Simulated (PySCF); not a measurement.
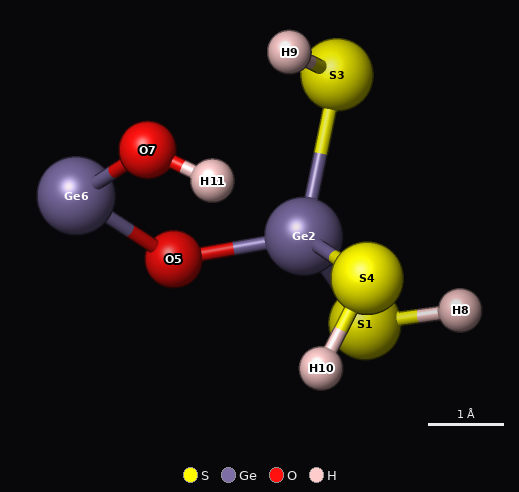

**Figure 1.** The input geometry (ball-and-stick view, seen at a tilt; atoms are numbered from 1 in the order of the input). Sticks mark near contacts. Bond lengths as drawn: Ge–O 1.76 to 1.81 Å, Ge–S 2.20 to 2.24 Å, H–O 0.97 Å and H–S 1.35 Å.

**Ge2H4S3O2: excited-state calculation**

System: Ge2H4S3O2, SMILES [OH][Ge][O][Ge]([SH])([SH])[SH].
Method: TDDFT CAM-B3LYP/def2-SVPD, vertical, gas phase, core orbitals frozen in the response (PySCF 2.14.0).

The geometry comes from this level: PBE0-D3(BJ)/def2-SVP.

The program's output
```
coarse grid: 54032 points
cycle   1  E = -5500.5620591735  dE = -5.798e-01  |g| = 1.226e+00  |ddm| = 4.834e+00
cycle   2  E = -5500.2049189369  dE =  3.571e-01  |g| = 1.877e+00  |ddm| = 4.346e+00
cycle   3  E = -5500.8396684003  dE = -6.347e-01  |g| = 1.765e-01  |ddm| = 2.630e+00
cycle   4  E = -5500.8456342665  dE = -5.966e-03  |g| = 7.383e-02  |ddm| = 3.708e-01
cycle   5  E = -5500.8465602704  dE = -9.260e-04  |g| = 2.807e-02  |ddm| = 1.059e-01
cycle   6  E = -5500.8467153547  dE = -1.551e-04  |g| = 7.352e-03  |ddm| = 3.838e-02
cycle   7  E = -5500.8467265592  dE = -1.120e-05  |g| = 2.293e-03  |ddm| = 1.312e-02
cycle   8  E = -5500.8467278484  dE = -1.289e-06  |g| = 5.177e-04  |ddm| = 4.982e-03
final grid: 105224 points
cycle   9  E = -5500.8467036818  dE = -1.233e-07  |g| = 5.445e-04  |ddm| = 6.253e-03
cycle  10  E = -5500.8467036624  dE =  1.944e-08  |g| = 6.673e-04  |ddm| = 1.369e-03
cycle  11  E = -5500.8467037242  dE = -6.186e-08  |g| = 9.494e-05  |ddm| = 6.813e-04
cycle  12  E = -5500.8467037259  dE = -1.680e-09  |g| = 2.218e-05  |ddm| = 1.217e-04
cycle  13  E = -5500.8467037261  dE = -1.546e-10  |g| = 1.367e-05  |ddm| = 6.848e-05
```

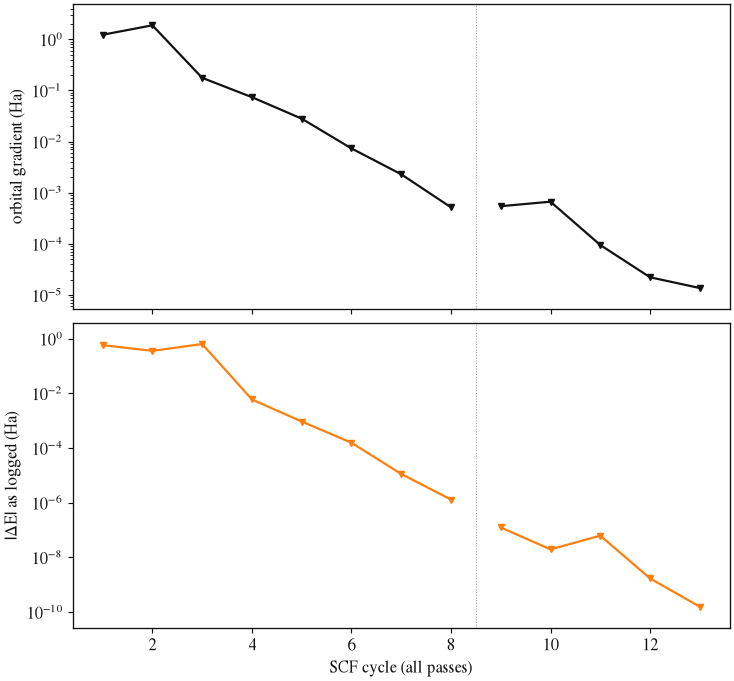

**Figure 2.** Convergence of the self-consistent field: orbital gradient and size of the energy change against the SCF cycle. The dotted line marks the change from a coarse to the final integration grid. The first 8 cycles use a coarse grid, the final grid takes over at cycle 9, and the field converges after 13 cycles in all.

```
converged SCF energy = -5500.8467037261

Static polarisability (au): isotropic 129.179, principal 118.996 125.103 143.439

Singlet excitations
state   eV       nm        f      main configurations
  1   5.0967    243.3   0.05587   H->L 0.47, H-3->L 0.21, H-1->L 0.17
  2   5.3865    230.2   0.03264   H->L+1 0.62, H-1->L+1 0.10
  3   5.4514    227.4   0.00896   H-1->L+1 0.43, H-1->L 0.16, H-2->L 0.10
  4   5.7086    217.2   0.03495   H-2->L+1 0.50, H-3->L+1 0.17
  5   5.8345    212.5   0.01399   H-1->L 0.21, H-5->L 0.18, H-4->L 0.16
  6   5.9418    208.7   0.00302   H-1->L 0.21, H-4->L 0.20, H-2->L 0.12

Triplet excitations (Tamm-Dancoff, eV): 3.5175 4.9057
Vertical ionisation energy (delta-SCF) = 9.7961 eV
Vertical electron affinity (delta-SCF) = 0.3644 eV
```

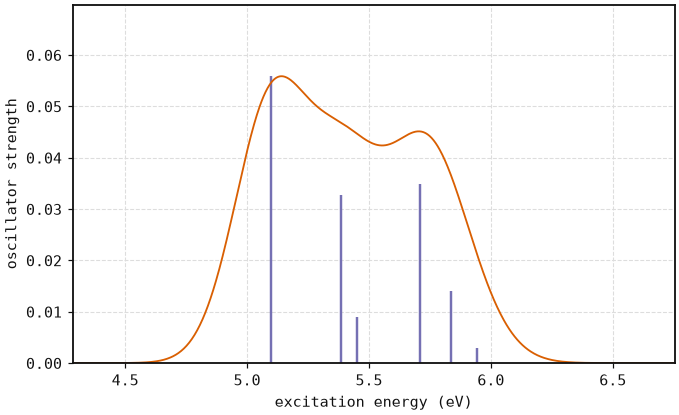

**Figure 3.** Computed excitations as sticks (degenerate states added up, dark ones marked on the axis), with a Gaussian envelope of 0.35 eV full width at half maximum, scaled to the tallest. Of the 6 states the lowest lies at 5.10 eV (f = 0.056); the strongest line is at 5.10 eV, or 243 nm (f = 0.056).

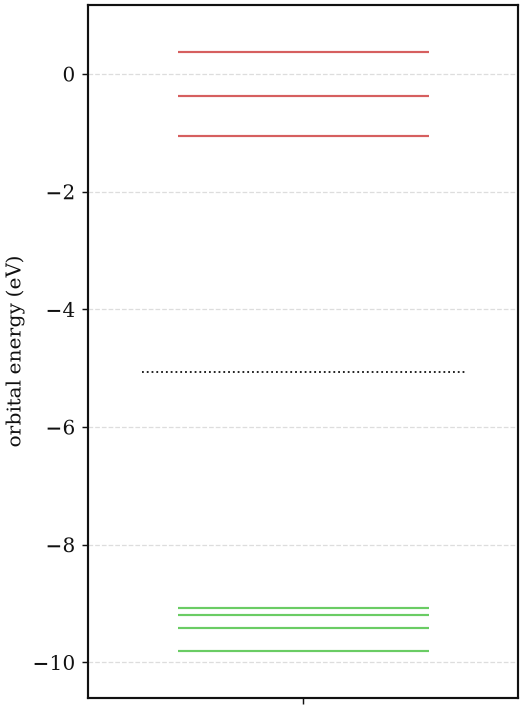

**Figure 4.** Orbital energies near the frontier; the dotted line parts filled from empty levels, and levels within 0.02 eV of each other stand side by side. Highest filled −9.08 eV, lowest empty −1.05 eV, 8.03 eV apart.

This output came from the following input.

Input
```
{"job": {"kind": "uv", "xc": "CAM-B3LYP", "basis": "def2-SVPD", "nstates": 6, "ntriplets": 2, "ip": true}, "charge": 0, "multiplicity": 1}
S     -2.041074     1.452757    -1.595351
Ge    -0.419313     0.506174    -0.442402
S      1.452031     1.682568    -0.585031
S      0.123044    -1.546161    -1.155479
O     -0.995414     0.401522     1.219549
Ge    -0.070339    -0.013476     2.723927
O      1.250847    -0.990773     2.017834
H     -1.470599     1.120867    -2.775556
H      2.116870     0.806876     0.206366
H     -1.035979    -2.096872    -0.726549
H      1.122570    -1.351948     1.123088
```

The first line tells a small driver script what to run in PySCF; the rest is the geometry in Å.

Launched with:
```bash
OMP_NUM_THREADS=1 python <driver script> task.json out
```

Results in brief

- outcome: converged
- total energy: −5500.846704 hartree
- HOMO: −9.08 eV
- LUMO: −1.05 eV
- dipole moment: 1.08 D
- mean polarisability: 129.18 a.u.
- vertical ionisation energy: 9.80 eV
- vertical electron affinity: 0.36 eV
- lowest singlet excitation: 5.10 eV
- hardware: 1 CPU thread, shared host
- wall time: 8 min
- peak memory: 1.3 GiB

Spin–orbit coupling is left out, which matters for the heavy atoms.
